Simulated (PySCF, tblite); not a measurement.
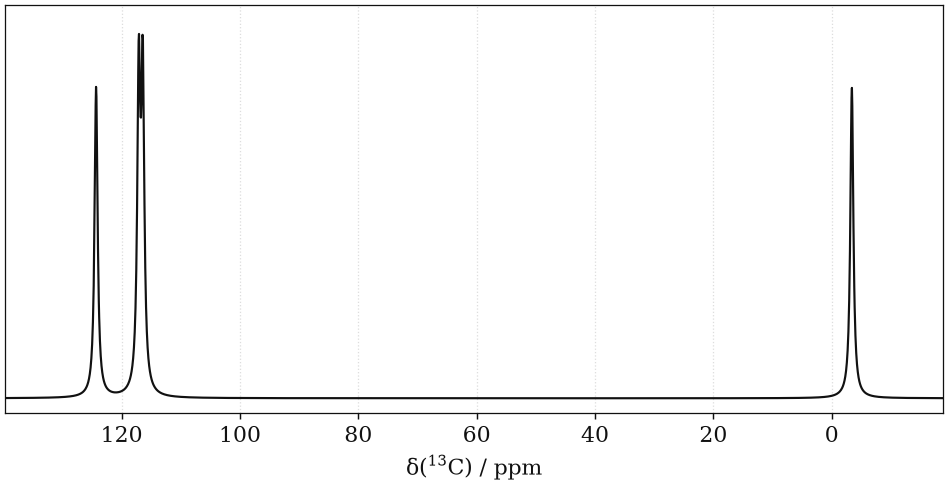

GIAO shifts, PBE0/pcSseg-1, PySCF, at a GFN2-xTB geometry (a minimum by its frequencies), against TMS for ¹³C computed at the same level. Gas phase, fully decoupled, line heights follow the number of nuclei, widths are arbitrary (no quadrupolar broadening); values of one conformer, averaged over methyl-type rotors and exact or near symmetry; other conformers aren't averaged in.

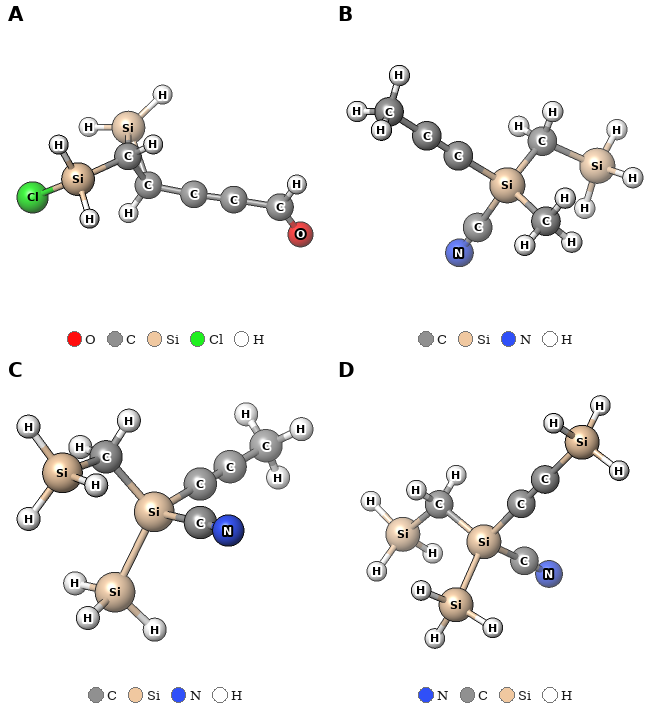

Which structure fits the spectrum? Choose among the lettered structures.

Structure D, C₄H₁₁NSi₄, SMILES N#C[Si@@]([SiH3])(C#C[SiH3])C[SiH3]. Its ¹³C signals: 124.3 (1 C), 117.1 (1 C), 116.4 (1 C), −3.4 (1 C) ppm.

Note: the tight-binding geometry is rougher than a DFT one and adds to the error.
